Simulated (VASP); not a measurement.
Band structure of InHg (space group R-3m). These are LDA (Ceperley-Alder, Perdew-Zunger), VASP's LDA PAW potentials (set 64) (plane waves; VASP) values and carry that method's errors.

Unless said otherwise, spin-orbit coupling is left out, though it shifts the bands of the heavy elements here.

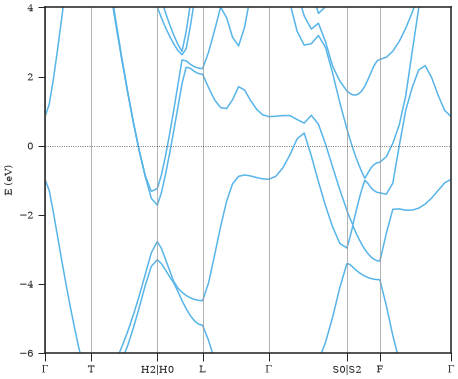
Figure. Bands along high-symmetry lines, zero at the valence-band maximum or, without a gap, the Fermi level

Q: Read the plot: is there a gap, and where are the band edges?

A: It has no gap at this level: it comes out as a metal or semimetal. (Edges off the drawn lines would not show.)

The structure comes from a measured InHg entry (R-3m) of the Crystallography Open Database, whose conditions weren't checked. It was relaxed first. The electron count is odd and the run is not spin-polarised, which forces a metal.
